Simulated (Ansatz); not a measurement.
Read the following structure.

```
CELL_PARAMETERS angstrom
3.32071 0.00000 0.00000
0.00000 10.16217 0.00000
0.00000 0.00000 4.16940
ATOMIC_POSITIONS crystal
P 0.00000 0.60667 0.92815
P 0.50000 0.89333 0.07185
P 0.00000 0.89333 0.42815
P 0.50000 0.60667 0.57185
P 0.50000 0.10667 0.92815
P 0.00000 0.39333 0.07185
P 0.50000 0.39333 0.42815
P 0.00000 0.10667 0.57185
```

### Summarise the structure in words.

The element is phosphorus. Symmetry: Cmce (No. 64), base-centred orthorhombic lattice. The cell holds eight atoms. Each P is bonded to three P in a trigonal pyramidal arrangement at 2.23 to 2.25 Å. The bonds build P layers parallel to (010).

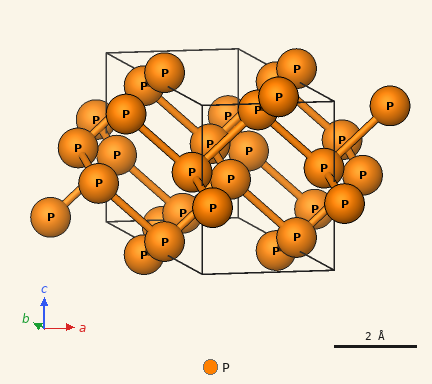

The image is a ball-and-stick drawing of a crystal, viewed slightly off an axis. The conventional unit cell is outlined; an atom on or near a face, edge or corner is repeated at each equivalent position. Atoms of adjacent cells appear where they bond to atoms in the box. Colours: phosphorus orange.

The model was built from a structure listed in the Materials Project. The geometry was optimised with DFT, PBE-D3(BJ), plane waves, PAW in Ansatz 0.2.0.
